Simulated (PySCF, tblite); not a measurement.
# C₆H₅FN radical: geometry, infrared bands and EPR parameters

What infrared bands and EPR parameters should C₆H₅FN radical (`C=[C]c1cc(F)c[nH]1`) show?

Computed with tblite 0.8.0 and PySCF 2.14.0, with density-fitted response routines of our own, on a single molecule in the gas phase. Atoms are numbered from 0 throughout.

### Step 1. The molecule as given

13 atoms, charge 0, multiplicity 2; geometry from: force field or distance geometry start.

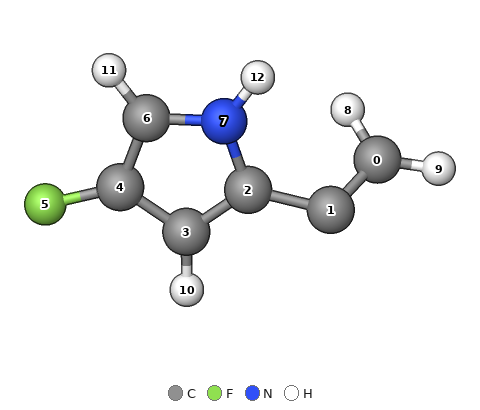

As it starts; carbon grey, fluorine green, nitrogen blue, hydrogen white, atoms numbered.

### Step 2. Relaxing the molecule with GFN2-xTB

The job: settings as JSON, then the geometry in Å.

```
{"job": {"kind": "relax", "xc": "GFN2-xTB", "basis": "xTB"}, "charge": 0, "multiplicity": 2}
C      2.298700     0.665700    -0.907800
C      1.783000     0.502000     0.320800
C      0.382800     0.062000     0.374000
C     -0.155200    -1.039700     0.983500
C     -1.532600    -1.002600     0.741100
F     -2.482600    -1.888500     1.139000
C     -1.760300     0.147600    -0.038200
N     -0.588300     0.782600    -0.239900
H      1.597200     0.464200    -1.708300
H      3.309600     0.982000    -1.060600
H      0.371100    -1.813800     1.565600
H     -2.743400     0.469700    -0.404700
H     -0.484500     1.669300    -0.782200
```

Launch:

```bash
OMP_NUM_THREADS=1 python probes_run.py task.json out
```

The driver reads the jobs from task.json and runs them one after another.

What it wrote:

```text
step      E/eV     max force
  0    -623.33937    2.949
  1    -623.56403    1.499
  2    -623.64401    1.096
  3    -623.71026    0.977
  4    -623.74234    0.733
  5    -623.77395    0.644
  6    -623.82392    0.677
  7    -623.86445    0.674
  8    -623.88913    0.442
  9    -623.91063    0.361
 10    -623.93113    0.379
 11    -623.95350    0.392
 12    -623.97279    0.314
 13    -623.98778    0.393
 14    -624.00352    0.424
 15    -624.02470    0.483
 16    -624.04921    0.441
 17    -624.07327    0.482
 18    -624.10086    0.596
 19    -624.13253    0.628
 20    -624.15867    0.657
 21    -624.16034    1.216
 22    -624.20044    0.311
 23    -624.21510    0.235
 24    -624.24004    0.348
 25    -624.25086    0.316
 26    -624.26524    0.274
 27    -624.27662    0.292
 28    -624.28848    0.373
 29    -624.29608    0.371
 30    -624.30252    0.280
 31    -624.30788    0.237
 32    -624.31662    0.295
 33    -624.32193    0.300
 34    -624.32622    0.156
 35    -624.32827    0.129
 36    -624.33020    0.119
 37    -624.33268    0.123
 38    -624.33448    0.117
 39    -624.33561    0.090
 40    -624.33634    0.082
 41    -624.33704    0.091
 42    -624.33803    0.072
 43    -624.33921    0.078
 44    -624.34008    0.070
 45    -624.34066    0.069
 46    -624.34114    0.086
 47    -624.34164    0.059
 48    -624.34213    0.070
 49    -624.34246    0.046
 50    -624.34260    0.025
 51    -624.34265    0.017
 52    -624.34269    0.017
 53    -624.34274    0.018
 54    -624.34279    0.021
 55    -624.34284    0.018
 56    -624.34289    0.016
 57    -624.34292    0.013
 58    -624.34295    0.013
 59    -624.34297    0.012
 60    -624.34299    0.011
 61    -624.34300    0.014
 62    -624.34302    0.012
 63    -624.34304    0.011
 64    -624.34306    0.011
 65    -624.34307    0.007
```

Wall time 0.26 s (1 thread of Arm Neoverse V2, shared host).

Step by step: (not every step is listed)

| step | energy from step 0 (eV) | largest force (eV/Å) |
| --- | --- | --- |
| 0 | 0.0000 | 2.9490 |
| 1 | -0.2247 | 1.4986 |
| 2 | -0.3046 | 1.0957 |
| 3 | -0.3709 | 0.9765 |
| 4 | -0.4030 | 0.7333 |
| 5 | -0.4346 | 0.6437 |
| 6 | -0.4846 | 0.6766 |
| 7 | -0.5251 | 0.6740 |
| 8 | -0.5498 | 0.4416 |
| 13 | -0.6484 | 0.3935 |
| 18 | -0.7615 | 0.5961 |
| 23 | -0.8757 | 0.2350 |
| 28 | -0.9491 | 0.3727 |
| 33 | -0.9826 | 0.3003 |
| 38 | -0.9951 | 0.1167 |
| 43 | -0.9998 | 0.0779 |
| 48 | -1.0028 | 0.0695 |
| 53 | -1.0034 | 0.0184 |
| 58 | -1.0036 | 0.0132 |
| 60 | -1.0036 | 0.0112 |
| 61 | -1.0036 | 0.0137 |
| 62 | -1.0036 | 0.0122 |
| 63 | -1.0037 | 0.0114 |
| 64 | -1.0037 | 0.0110 |
| 65 | -1.0037 | 0.0068 |

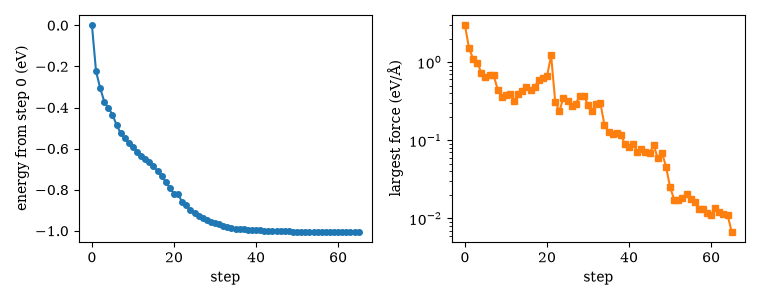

Energy and largest force along the relaxation.

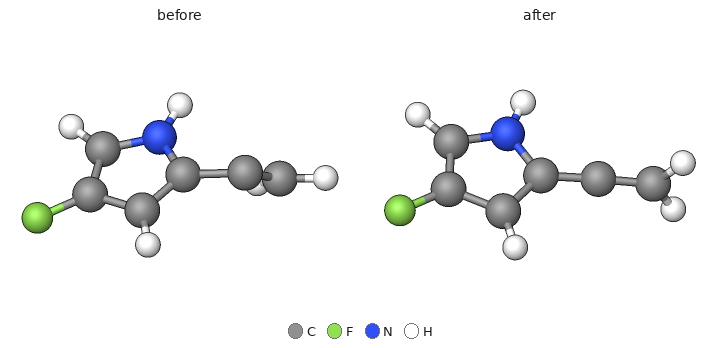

The geometry before (left) and after (right).

Close pairs (by a distance rule), those that changed most:

| bond | before (Å) | after (Å) | change (Å) |
| --- | --- | --- | --- |
| C1–C2 | 1.469 | 1.343 | -0.126 |
| C0–C1 | 1.342 | 1.290 | -0.053 |
| C2–C3 | 1.369 | 1.420 | +0.051 |
| N7–H12 | 1.045 | 1.005 | -0.040 |
| C3–H10 | 1.102 | 1.069 | -0.033 |
| C2–N7 | 1.356 | 1.386 | +0.030 |
| C4–C6 | 1.408 | 1.380 | -0.028 |
| C6–H11 | 1.098 | 1.070 | -0.027 |

The final coordinates are the input of the step that follows.

### Step 3. Infrared spectrum with GFN2-xTB

The job: settings as JSON, then the geometry in Å.

```
{"job": {"kind": "ir", "xc": "GFN2-xTB", "basis": "xTB"}, "charge": 0, "multiplicity": 2}
C      2.629106     0.608409    -0.903488
C      1.438588     0.341896    -0.485026
C      0.206710     0.028395    -0.051766
C     -0.204474    -1.064291     0.756491
C     -1.576123    -0.930230     0.916028
F     -2.365509    -1.761056     1.616269
C     -2.021881     0.190636     0.245428
N     -0.931353     0.765344    -0.338207
H      3.019919     0.222762    -1.838719
H      3.319052     1.230822    -0.344921
H      0.430570    -1.827894     1.152714
H     -3.008918     0.593328     0.151332
H     -0.940075     1.602366    -0.893863
```

What it wrote:

```text
mode    cm-1     km/mol
  1      97.6      1.91
  2     125.2      0.70
  3     192.9      2.25
  4     321.4     13.34
  5     358.6      2.75
  6     420.5     56.59
  7     441.0     15.97
  8     509.8      4.46
  9     524.4      1.18
 10     563.1     18.54
 11     580.0      0.22
 12     670.5     12.94
 13     678.1     25.66
 14     724.3     15.70
 15     872.7     26.13
 16     929.2      2.26
 17     956.7      1.67
 18     990.7     66.79
 19    1088.8      7.34
 20    1107.0     26.66
 21    1176.5      6.98
 22    1285.4     87.69
 23    1316.7      4.67
 24    1384.3     15.76
 25    1414.9      4.19
 26    1454.7      2.00
 27    1541.0    197.92
 28    1968.8     56.24
 29    2969.5     21.66
 30    2993.4     51.78
 31    3185.3      4.24
 32    3201.7      5.63
 33    3501.4     14.49
```

It took 0.25 s on 1 thread of Arm Neoverse V2, shared host.

Which atoms move in the most intense modes:

| cm⁻¹ | km/mol | atoms |
| --- | --- | --- |
| 420 | 56.6 | H12 42 %, H8 17 %, H9 17 %, N7 13 % |
| 873 | 26.1 | H9 39 %, H8 39 %, C0 21 % |
| 991 | 66.8 | C6 33 %, C3 26 %, F5 13 % |
| 1107 | 26.7 | H10 59 %, C3 11 % |
| 1285 | 87.7 | C2 27 %, C6 22 %, N7 17 % |
| 1541 | 197.9 | C4 52 %, C6 26 %, C3 12 % |
| 1969 | 56.2 | C1 66 %, C0 23 % |
| 2993 | 51.8 | H9 57 %, H8 39 % |

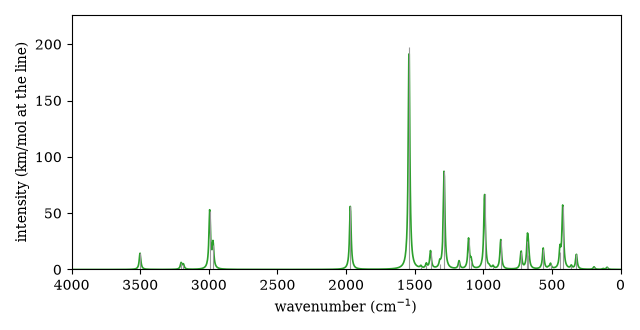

The infrared spectrum from these modes, unscaled. Lines are broadened to a width of 14 cm⁻¹ (Lorentzian).

### Step 4. EPR parameters: B3LYP/pcH-1

Settings changed since step 3:

```diff
@@ -1,2 +1,2 @@
-{"job": {"kind": "ir", "xc": "GFN2-xTB", "basis": "xTB"}, "charge": 0, "multiplicity": 2}
+{"job": {"kind": "epr", "basis": "pcH-1"}, "charge": 0, "multiplicity": 2}
 C      2.629106     0.608409    -0.903488
```

Method: UKS B3LYP, pcH-1 on C F H N, non-relativistic, mean-field spin-orbit, GIAO.

What it wrote:

```text
UKS, coarse grid
  cycle   1  E = -386.09236542  |g| = 3.88e-01
  cycle   2  E = -386.05810225  |g| = 5.07e-01
  cycle   3  E = -386.15252030  |g| = 9.31e-02
  cycle   4  E = -386.15595046  |g| = 4.12e-02
  cycle   5  E = -386.15677290  |g| = 1.53e-02
  cycle   6  E = -386.15691589  |g| = 6.42e-03
  cycle   7  E = -386.15696208  |g| = 3.88e-03
  cycle   8  E = -386.15697576  |g| = 1.88e-03
  cycle   9  E = -386.15698026  |g| = 6.79e-04
UKS, final grid
  cycle   1  E = -386.15695196  |g| = 1.01e-03
  cycle   2  E = -386.15695109  |g| = 1.80e-03
  cycle   3  E = -386.15695257  |g| = 1.84e-04
  cycle   4  E = -386.15695260  |g| = 1.14e-04
  cycle   5  E = -386.15695264  |g| = 7.25e-05
  cycle   6  E = -386.15695265  |g| = 1.11e-05
E = -386.15695265 Eh   <S^2> = 0.7727 (exact 0.7500)
g shifts (ppm)      1          2          3
  rmc          -154       -154       -154
  gc             40         -4         35
  oz_so        -322        -20        883
  total        -436       -178        765
hyperfine (MHz)  atom isotope    a_iso     a_fc   dipolar eigenvalues
    0   13C     -43.82     -43.82     -9.95      2.21      7.74
    1   13C      52.52      52.52    -55.96    -42.55     98.52
    2   13C     -42.71     -42.71    -21.21      8.33     12.88
    3   13C      29.76      29.76    -24.31    -23.65     47.96
    4   13C     -26.41     -26.41    -12.44      6.06      6.38
    5   19F     -12.61     -12.61    -28.49      8.76     19.72
    6   13C      23.89      23.89    -27.55    -26.49     54.04
    7   14N       4.73       4.73     -5.34     -4.90     10.24
    8    1H     118.12     118.12     -3.06     -2.35      5.41
    9    1H     116.77     116.77     -3.10     -2.41      5.50
   10    1H     -20.62     -20.62    -10.55     -1.44     11.99
   11    1H     -23.35     -23.35    -13.75     -0.21     13.96
   12    1H      -8.43      -8.43     -4.30     -3.95      8.25
```

Wall time 49 s (1 thread of Arm Neoverse V2, shared host); peak memory 0.98 GiB.

Principal g values 2.00188, 2.00214, 2.00308; g(iso) = 2.00237, against 2.00232 for a free electron.

Hyperfine couplings; where a row names several nuclei, a(iso) is their mean (it holds for fast rotation or exchange) and the dipolar term the largest among them:

| nuclei | isotope | a(iso) (MHz) | a(iso) (G, at g = 2.0023) | largest dipolar term (MHz) |
| --- | --- | --- | --- | --- |
| H8, H9 | 1H | 117.4 | 41.9 | 5.5 |
| C1 | 13C | 52.5 | 18.7 | 98.5 |
| C0 | 13C | -43.8 | -15.6 | -9.9 |
| C2 | 13C | -42.7 | -15.2 | -21.2 |
| C3 | 13C | 29.8 | 10.6 | 48.0 |
| C4 | 13C | -26.4 | -9.4 | -12.4 |
| C6 | 13C | 23.9 | 8.5 | 54.0 |
| H11 | 1H | -23.3 | -8.3 | 14.0 |
| H10 | 1H | -20.6 | -7.4 | 12.0 |
| F5 | 19F | -12.6 | -4.5 | -28.5 |
| H12 | 1H | -8.4 | -3.0 | 8.2 |
| N7 | 14N | 4.7 | 1.7 | 10.2 |

Mulliken spin populations:

C0 -0.12; C1 0.61; C2 -0.17; C3 0.30; C4 -0.10; F5 0.00; C6 0.32; N7 0.08; H8 0.05; H9 0.05; H10 -0.01; H11 -0.02; H12 0.00

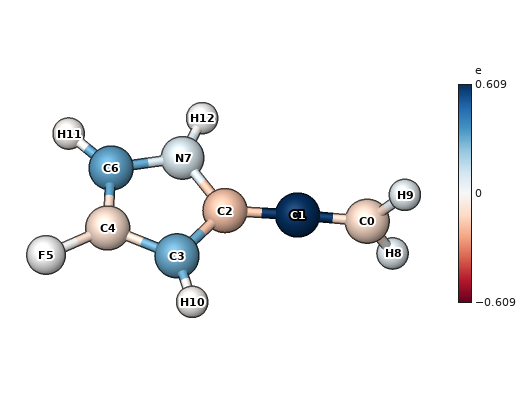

Mulliken spin populations, as colours on the atoms.

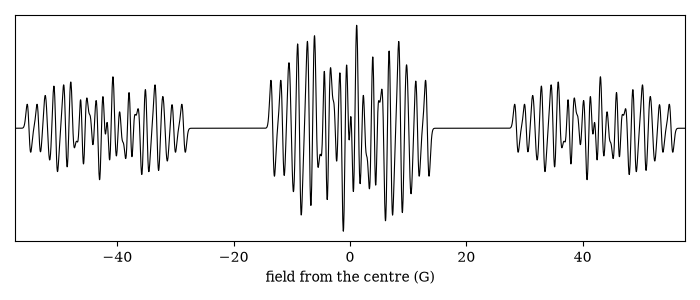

First-order isotropic spectrum (first derivative, main isotopes with spin only, couplings over 0.8 MHz, Gaussian width 0.3 G; couplings of the frozen geometry, rotation of groups not averaged beyond the rows shown).

The fields below are evaluated on a grid from the run's orbitals.

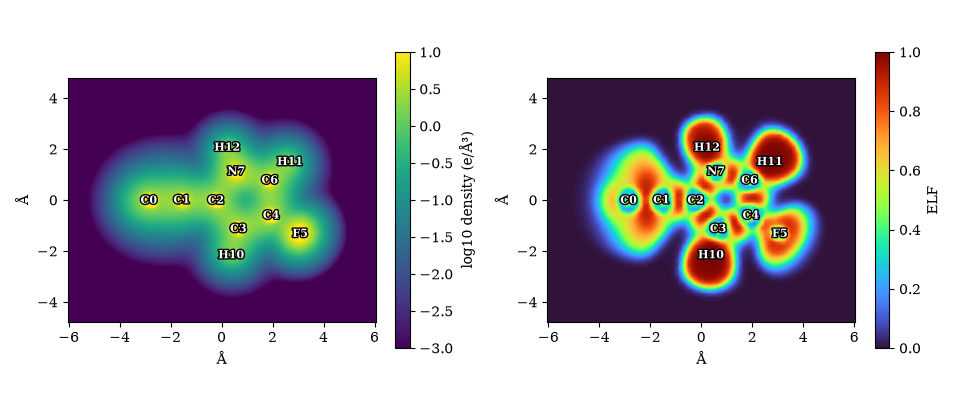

Density (left) and ELF (right) in a plane through or near 11 of the atoms.

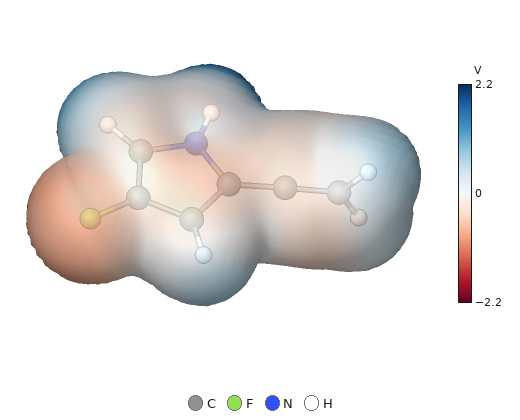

Electrostatic potential on the surface of density 0.002 e/bohr³; red is low, blue high. It runs from -0.90 V near F5 to 2.20 V near H12.

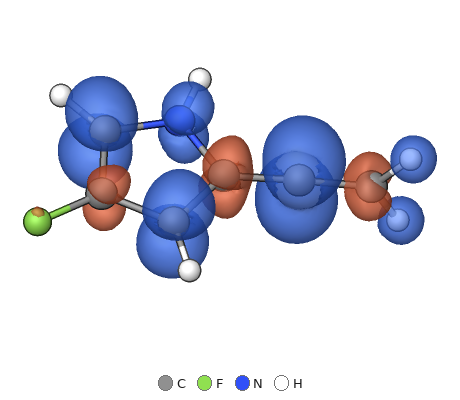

Spin density at ±0.03 e/Å³ (alpha excess blue, beta excess red).

### Step 5. What came out

| quantity | value |
| --- | --- |
| strongest single infrared mode (GFN2-xTB) | 1541 cm⁻¹, 198 km/mol |
| zero-point energy (GFN2-xTB) | 56.5 kcal/mol |
| g(iso) (B3LYP) | 2.00237 |
| ⟨S²⟩ | 0.773 (exact 0.75) |
| largest a(iso) (averaged by class) | 1H on H8, H9, 117.4 MHz |
| surface potential, least and greatest | -0.90 V and 2.20 V |

What this shows: Over 65 steps the energy fell by 1.004 eV; of the close pairs, C1–C2 changed most, 1.469 to 1.343 Å. No mode is imaginary among the 33: a minimum at this level. The strongest single mode, at 1541 cm⁻¹, moves mainly C4 and C6. GFN2-xTB is a fitted tight-binding method: band positions and strengths are rough. Its intensities can rank the bands wrongly. The largest share of the spin, 0.61 e, sits on C1. The isotropic g lies 0.1 ppt above the free-electron value.
